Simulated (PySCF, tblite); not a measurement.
# C5H8F2SSi: geometry, infrared bands and NMR shifts

What infrared bands and NMR shifts should C5H8F2SSi (`CC1([SiH](F)F)CC(=S)C1`) show?

The runs use tblite 0.8.0 and PySCF 2.14.0, with density-fitted response routines of our own; the level of theory stands in each step. All values are computed, except where a source is named. Atoms are numbered from 0 throughout.

## 1. Starting geometry

17 atoms, charge 0, multiplicity 1; geometry from: force field or distance geometry start.

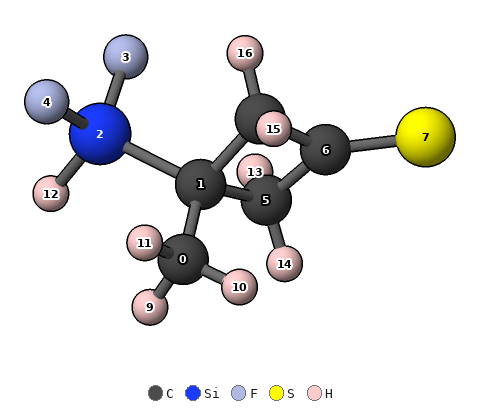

The starting geometry (carbon dark grey, silicon blue, fluorine light blue, sulfur yellow, hydrogen pink), atoms numbered.

## 2. Relaxing the molecule with GFN2-xTB

What the job is given:

```
{"job": {"kind": "relax", "xc": "GFN2-xTB", "basis": "xTB"}, "charge": 0, "multiplicity": 1}
C     -0.721100    -1.550700    -0.032700
C     -0.183300    -0.121100    -0.030000
Si    -1.603800     1.207400    -0.117100
F     -0.925500     2.665600    -0.127800
F     -2.525600     1.049800     1.194700
C      0.956700     0.142000    -1.076000
C      1.918200     0.144600     0.094600
S      3.548600     0.050700     0.196400
C      0.837600     0.170500     1.151800
H     -1.294000    -1.754700    -0.946600
H      0.077100    -2.286400     0.023300
H     -1.395400    -1.731800     0.824300
H     -2.431500     1.030100    -1.337800
H      0.943300     1.102800    -1.601000
H      1.127300    -0.651500    -1.795500
H      0.912400    -0.607400     1.923700
H      0.752000     1.152000     1.645900
```

On the command line:

```console
> OMP_NUM_THREADS=1 python probes_run.py task.json out
```

This one command runs all jobs of the session in turn.

What it wrote:

```text
step      E/eV     max force
  0    -797.62526    1.343
  1    -797.71810    0.564
  2    -797.76541    0.436
  3    -797.78395    0.414
  4    -797.79526    0.233
  5    -797.80105    0.175
  6    -797.80695    0.177
  7    -797.81032    0.172
  8    -797.81231    0.131
  9    -797.81325    0.074
 10    -797.81401    0.078
 11    -797.81476    0.070
 12    -797.81551    0.072
 13    -797.81615    0.064
 14    -797.81681    0.076
 15    -797.81758    0.085
 16    -797.81834    0.067
 17    -797.81878    0.034
 18    -797.81894    0.024
 19    -797.81903    0.026
 20    -797.81914    0.025
 21    -797.81927    0.025
 22    -797.81938    0.022
 23    -797.81945    0.025
 24    -797.81951    0.024
 25    -797.81959    0.021
 26    -797.81967    0.028
 27    -797.81975    0.030
 28    -797.81982    0.025
 29    -797.81991    0.027
 30    -797.82000    0.024
 31    -797.82008    0.021
 32    -797.82014    0.022
 33    -797.82020    0.023
 34    -797.82026    0.021
 35    -797.82032    0.021
 36    -797.82037    0.019
 37    -797.82043    0.021
 38    -797.82050    0.021
 39    -797.82057    0.023
 40    -797.82062    0.020
 41    -797.82065    0.014
 42    -797.82068    0.014
 43    -797.82072    0.018
 44    -797.82076    0.017
 45    -797.82078    0.012
 46    -797.82080    0.010
 47    -797.82082    0.014
 48    -797.82086    0.018
 49    -797.82091    0.023
 50    -797.82095    0.015
 51    -797.82098    0.017
 52    -797.82100    0.016
 53    -797.82103    0.018
 54    -797.82108    0.027
 55    -797.82114    0.028
 56    -797.82121    0.020
 57    -797.82127    0.020
 58    -797.82133    0.021
 59    -797.82140    0.026
 60    -797.82149    0.031
 61    -797.82159    0.030
 62    -797.82168    0.030
 63    -797.82174    0.018
 64    -797.82177    0.011
 65    -797.82179    0.010
 66    -797.82181    0.015
 67    -797.82184    0.016
 68    -797.82187    0.018
 69    -797.82189    0.016
 70    -797.82191    0.010
```

It took 0.93 s on 1 thread of Arm Neoverse N1, shared host.

Along the way: (not every step is listed)

| step | energy from step 0 (eV) | largest force (eV/Å) |
| --- | --- | --- |
| 0 | 0.0000 | 1.3425 |
| 1 | -0.0928 | 0.5635 |
| 2 | -0.1401 | 0.4358 |
| 3 | -0.1587 | 0.4141 |
| 4 | -0.1700 | 0.2327 |
| 5 | -0.1758 | 0.1751 |
| 6 | -0.1817 | 0.1766 |
| 7 | -0.1851 | 0.1719 |
| 8 | -0.1870 | 0.1309 |
| 13 | -0.1909 | 0.0643 |
| 18 | -0.1937 | 0.0243 |
| 23 | -0.1942 | 0.0253 |
| 28 | -0.1946 | 0.0250 |
| 33 | -0.1949 | 0.0228 |
| 38 | -0.1952 | 0.0206 |
| 43 | -0.1955 | 0.0176 |
| 48 | -0.1956 | 0.0177 |
| 53 | -0.1958 | 0.0181 |
| 58 | -0.1961 | 0.0210 |
| 63 | -0.1965 | 0.0177 |
| 65 | -0.1965 | 0.0102 |
| 66 | -0.1966 | 0.0147 |
| 67 | -0.1966 | 0.0163 |
| 68 | -0.1966 | 0.0177 |
| 69 | -0.1966 | 0.0156 |
| 70 | -0.1966 | 0.0099 |

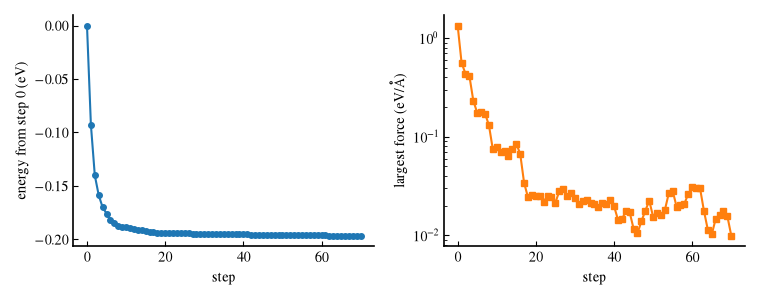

Energy and largest force along the relaxation.

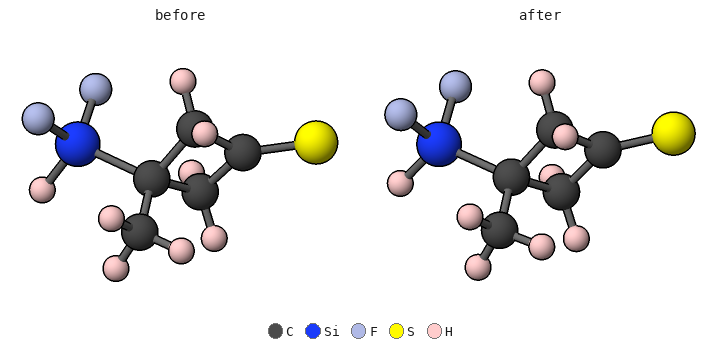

The geometry before (left) and after (right).

Distances of close pairs at the start and the end, largest changes first:

| bond | before (Å) | after (Å) | change (Å) |
| --- | --- | --- | --- |
| C1–Si2 | 1.947 | 1.897 | -0.050 |
| Si2–H12 | 1.485 | 1.441 | -0.044 |
| C1–C8 | 1.589 | 1.557 | -0.032 |
| C6–S7 | 1.636 | 1.610 | -0.026 |
| C5–C6 | 1.515 | 1.496 | -0.018 |
| C0–H11 | 1.105 | 1.088 | -0.017 |
| C6–C8 | 1.512 | 1.495 | -0.017 |
| C1–C5 | 1.569 | 1.553 | -0.016 |

The next job starts from the end point, and lists it.

## 3. Infrared spectrum with GFN2-xTB

What the job is given:

```
{"job": {"kind": "ir", "xc": "GFN2-xTB", "basis": "xTB"}, "charge": 0, "multiplicity": 1}
C     -0.727394    -1.536664    -0.039908
C     -0.193840    -0.107109    -0.038789
Si    -1.582204     1.181060    -0.145442
F     -0.939568     2.642075    -0.052786
F     -2.459263     1.116170     1.189582
C      0.968467     0.075208    -1.052627
C      1.921002     0.178545     0.096794
S      3.525531     0.264042     0.198801
C      0.826040     0.130691     1.113243
H     -1.249354    -1.751240    -0.970510
H      0.088794    -2.249581     0.068426
H     -1.423395    -1.684616     0.783050
H     -2.460783     1.139280    -1.287391
H      0.929946     0.983078    -1.655758
H      1.149129    -0.766345    -1.721577
H      0.907722    -0.671863     1.846465
H      0.712171     1.069298     1.658515
```

What it wrote:

```text
mode    cm-1     km/mol
  1      23.9      0.86
  2      27.4      3.31
  3     108.2      1.54
  4     134.2     13.09
  5     204.9     18.69
  6     233.2      0.04
  7     239.8      1.80
  8     284.1     18.66
  9     303.3      2.42
 10     316.2     14.94
 11     380.8      6.61
 12     421.5     30.56
 13     456.7      7.97
 14     618.2     61.37
 15     635.7     42.42
 16     670.5    181.63
 17     735.8      0.32
 18     830.3    164.86
 19     875.6     86.14
 20     878.7    237.67
 21     907.1      2.67
 22     944.8      4.98
 23     972.2     13.29
 24    1002.8      1.69
 25    1040.2      2.70
 26    1100.5     23.42
 27    1123.0      6.52
 28    1150.2      9.47
 29    1207.8      4.87
 30    1222.3      1.56
 31    1237.7      3.47
 32    1361.1    156.89
 33    1414.9      9.58
 34    1417.7     19.33
 35    1431.3      2.60
 36    1500.1      3.90
 37    1504.8      1.85
 38    2446.9    218.09
 39    2964.5      2.88
 40    2970.7      6.75
 41    2988.1      4.47
 42    2990.0     11.27
 43    3017.3     33.33
 44    3026.6     28.89
 45    3036.2     19.60
```

Wall time 1.2 s (1 thread of Arm Neoverse N1, shared host).

Which atoms move in the most intense modes:

| cm⁻¹ | km/mol | atoms |
| --- | --- | --- |
| 618 | 61.4 | H12 89 % |
| 636 | 42.4 | H12 42 %, S7 14 %, C8 13 % |
| 670 | 181.6 | H12 45 %, Si2 15 % |
| 830 | 164.9 | Si2 32 %, F4 27 %, F3 27 % |
| 876 | 86.1 | C0 12 %, Si2 11 %, C5 11 %, C8 10 % |
| 879 | 237.7 | Si2 43 %, F3 29 %, F4 19 % |
| 1361 | 156.9 | C6 71 % |
| 2447 | 218.1 | H12 97 % |

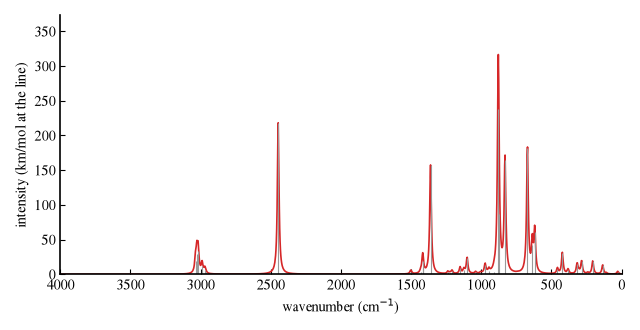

The infrared spectrum from these modes, unscaled. Lines are broadened to a width of 14 cm⁻¹ (Lorentzian).

## 4. Shielding tensors: PBE0/pcSseg-1

Same as in step 3 but for these lines:

```diff
@@ -1,2 +1,2 @@
-{"job": {"kind": "ir", "xc": "GFN2-xTB", "basis": "xTB"}, "charge": 0, "multiplicity": 1}
+{"job": {"kind": "nmr", "xc": "PBE0", "basis": "pcSseg-1"}, "charge": 0, "multiplicity": 1}
 C     -0.727394    -1.536664    -0.039908
```

Level: GIAO PBE0/pcSseg-1 NMR shielding, non-relativistic, gas phase.

What it wrote:

```text
coarse grid: 15816 points
cycle   1  E = -1081.8698131931  dE =  1.159e+00  |g| = 7.816e-01  |ddm| = 3.938e+00
cycle   2  E = -1081.7475775098  dE =  1.222e-01  |g| = 1.184e+00  |ddm| = 1.517e+00
cycle   3  E = -1081.9786008483  dE = -2.310e-01  |g| = 1.493e-01  |ddm| = 9.725e-01
cycle   4  E = -1081.9831399101  dE = -4.539e-03  |g| = 7.283e-02  |ddm| = 2.231e-01
cycle   5  E = -1081.9844984371  dE = -1.359e-03  |g| = 1.953e-02  |ddm| = 9.761e-02
cycle   6  E = -1081.9845835693  dE = -8.513e-05  |g| = 3.918e-03  |ddm| = 2.011e-02
cycle   7  E = -1081.9845866394  dE = -3.070e-06  |g| = 1.318e-03  |ddm| = 5.203e-03
final grid: 145896 points
cycle   8  E = -1082.0519103487  dE = -3.986e-05  |g| = 1.146e-02  |ddm| = 3.651e-02
cycle   9  E = -1082.0518209050  dE =  8.944e-05  |g| = 2.131e-02  |ddm| = 3.379e-02
cycle  10  E = -1082.0519425939  dE = -1.217e-04  |g| = 2.986e-03  |ddm| = 2.505e-02
cycle  11  E = -1082.0519448708  dE = -2.277e-06  |g| = 3.381e-04  |ddm| = 2.957e-03
cycle  12  E = -1082.0519448929  dE = -2.205e-08  |g| = 1.235e-04  |ddm| = 4.299e-04
cycle  13  E = -1082.0519448957  dE = -2.831e-09  |g| = 4.083e-05  |ddm| = 1.122e-04
cycle  14  E = -1082.0519448960  dE = -3.270e-10  |g| = 9.187e-06  |ddm| = 4.414e-05
converged SCF energy = -1082.0519448960

GIAO shielding tensors (ppm)
atom      isotropic    diamagn.    paramagn.     s11        s22        s33       span
  0 C      163.733     245.593     -81.860    150.158    156.411    184.630     34.472
  1 C      164.804     256.073     -91.270    151.427    169.754    173.231     21.804
  2 Si     358.321     877.513    -519.193    331.490    339.231    404.240     72.750
  3 F      340.003     469.372    -129.370    266.092    366.509    387.407    121.314
  4 F      338.896     468.459    -129.564    267.890    365.458    383.339    115.448
  5 C      128.207     249.752    -121.545    114.218    122.393    148.010     33.791
  6 C      -93.382     262.981    -356.364   -260.208   -154.733    134.794    395.002
  7 S     -503.554    1056.232   -1559.786  -1736.479   -429.314    655.129   2391.608
  8 C      126.035     248.952    -122.917    112.079    120.694    145.334     33.255
  9 H       30.373      30.205       0.167     26.171     27.974     36.973     10.802
 10 H       30.384      30.422      -0.038     26.671     28.410     36.073      9.402
 11 H       30.162      30.085       0.076     25.372     28.651     36.462     11.090
 12 H       26.700      28.666      -1.966     23.297     23.948     32.854      9.557
 13 H       28.276      30.752      -2.476     24.289     28.449     32.090      7.802
 14 H       29.005      31.191      -2.186     25.122     28.904     32.989      7.868
 15 H       28.806      31.175      -2.369     25.101     28.581     32.736      7.635
 16 H       27.920      30.651      -2.731     23.659     28.545     31.556      7.897
```

It took 80 s on 1 thread of Arm Neoverse N1, shared host; peak memory 0.93 GiB.

The references, computed at this level on geometries of the same kind, shield at (ppm): ¹H TMS 31.72, ¹³C TMS 186.9, ²⁹Si TMS 349.2, ¹⁹F CFCl3 170.9, ³³S CS2 504. Their shielding less the atom's gives the shift. The references are single molecules in the gas phase, so shifts against H2O, NH3, PH3, H3PO4 or CFCl3 are not on the usual liquid scales and can be off by tens of ppm. Atoms listed in one row are averaged.

| atoms | environment | σ (ppm) | δ (ppm) | δ scaled to CDCl3 |
| --- | --- | --- | --- | --- |
| C6 | thiocarbonyl carbon | -93.4 | 280.3 | 267.3 |
| C5, C8 | sp3 CH2 in a ring | 127.1 | 59.8 | 56.5 |
| C0 | methyl carbon | 163.7 | 23.2 | 20.7 |
| C1 | fully substituted sp3 carbon bonded to Si | 164.8 | 22.1 | 19.7 |
| H12 | hydrogen on a silicon bonded to C, 2 F | 26.70 | 5.02 | – |
| H13, H16 | hydrogen on an sp3 CH2 in a ring | 28.10 | 3.62 | 3.52 |
| H14, H15 | hydrogen on an sp3 CH2 in a ring | 28.91 | 2.81 | 2.76 |
| H9, H10, H11 | hydrogen on a methyl carbon | 30.31 | 1.41 | 1.44 |
| Si2 | silicon bonded to C, 2 F, H | 358.3 | -9.2 | – |
| F3, F4 | fluorine bonded to Si | 339.4 | -168.5 | – |
| S7 | thione sulfur | -504 | 1007 | – |

The scaled column applies a straight-line fit of computed shieldings to shifts measured in CDCl3, with any fitted terms for Cl, Br or S neighbours, and one for carbons that bear F (root-mean-square error 0.16 ppm for H, 1.9 ppm for C).

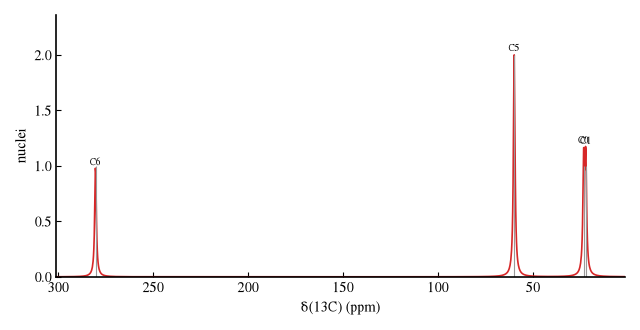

¹³C lines at the computed shifts, without couplings. Lines are broadened to a width of 1 ppm (Lorentzian).

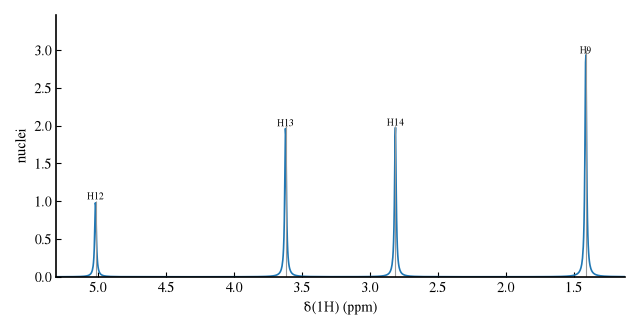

¹H lines at the computed shifts, without couplings. Lines are broadened to a width of 0.01 ppm (Lorentzian).

The run also stored atomic charges by several schemes (e):

| atoms | Mulliken | IAO | Hirshfeld | ESP fit |
| --- | --- | --- | --- | --- |
| C0 | -0.14 | -0.41 | -0.12 | -0.61 |
| C1 | -0.84 | -0.27 | -0.07 | 0.69 |
| Si2 | 1.27 | 1.46 | 0.51 | 0.75 |
| F3, F4 | -0.42 | -0.53 | -0.20 | -0.31 |
| C5, C8 | 0.01 | -0.29 | -0.07 | -0.92 |
| C6 | -0.30 | -0.03 | 0.05 | 0.47 |
| S7 | -0.05 | -0.05 | -0.13 | -0.23 |

ESP fit charges:

C0 -0.61; C1 0.69; Si2 0.75; F3 -0.30; F4 -0.32; C5 -0.91; C6 0.47; S7 -0.23; C8 -0.93; H9 0.11; H10 0.21; H11 0.13; H12 -0.12; H13 0.25; H14 0.26; H15 0.27; H16 0.27

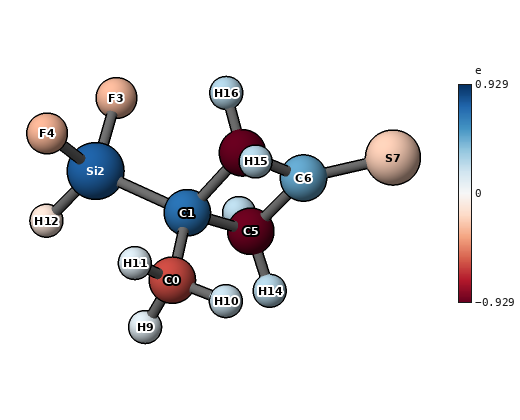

ESP fit charges, as colours on the atoms.

Mayer bond orders: C0–C1 1.02, C1–Si2 0.83, Si2–F3 0.94, Si2–F4 0.95, C1–C5 0.96, C5–C6 0.95, C6–S7 1.92, C6–C8 0.95, C8–C1 0.97.

Ring of atoms C1, C5, C6, C8: NICS(0) 11.0, NICS(1) -0.5, NICS(1)zz 1.6 ppm (means of both faces).

## 5. Results

| quantity | value |
| --- | --- |
| strongest single infrared mode (GFN2-xTB) | 879 cm⁻¹, 238 km/mol |
| zero-point energy (GFN2-xTB) | 74.8 kcal/mol |
| ¹³C shifts against TMS (PBE0/pcSseg-1, means over atoms taken as alike) | 280.3, 59.8, 23.2, 22.1 ppm |
| ¹H shifts against TMS (PBE0/pcSseg-1, means over atoms taken as alike) | 5.02, 3.62, 2.81, 1.41 ppm |
| ²⁹Si shifts against TMS (PBE0/pcSseg-1) | -9.2 ppm |
| ¹⁹F shifts against CFCl3 (PBE0/pcSseg-1, means over atoms taken as alike) | -168.5 ppm |
| ³³S shifts against CS2 (PBE0/pcSseg-1) | 1007 ppm |

The optimisation took 70 steps and gained 0.197 eV; among the close pairs (by a distance rule), C1–Si2 changed most, from 1.947 to 1.897 Å. No mode is imaginary among the 45: a minimum at this level. GFN2-xTB is a fitted tight-binding method: band positions and strengths are rough. Its intensities can rank the bands wrongly. C6 (thiocarbonyl carbon) lies farthest downfield among carbon, at 280.3 ppm; the small n→π* gap of C=S deshields it strongly. At PBE0/pcSseg-1: Shielding is most anisotropic at S7 (span 2392 ppm, paramagnetic term -1560 ppm).
